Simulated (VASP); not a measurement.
Band structure of I (relaxed from the simple-cubic structure, space group Pm-3m). Calculation: PBEsol GGA, VASP's PBE PAW potentials (set 64) (plane waves; VASP).

Unless said otherwise, spin-orbit coupling is left out, though it shifts the bands of the heavy elements here.

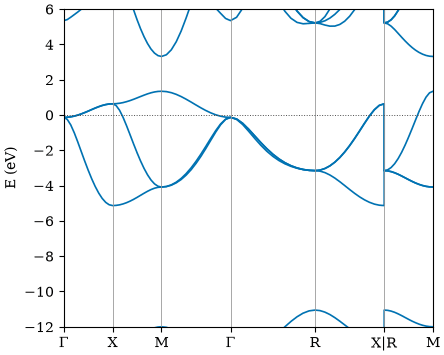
Figure. Bands along high-symmetry lines, zero at the valence-band maximum or, without a gap, the Fermi level

**Question.** Read the plot: is there a gap, and where are the band edges?

**Answer.** It has no gap at this level: it comes out as a metal or semimetal. (Edges off the drawn lines would not show.)

The structure was generated: I was put into the simple-cubic type (Pm-3m), which need not be its known phase. It was relaxed first.
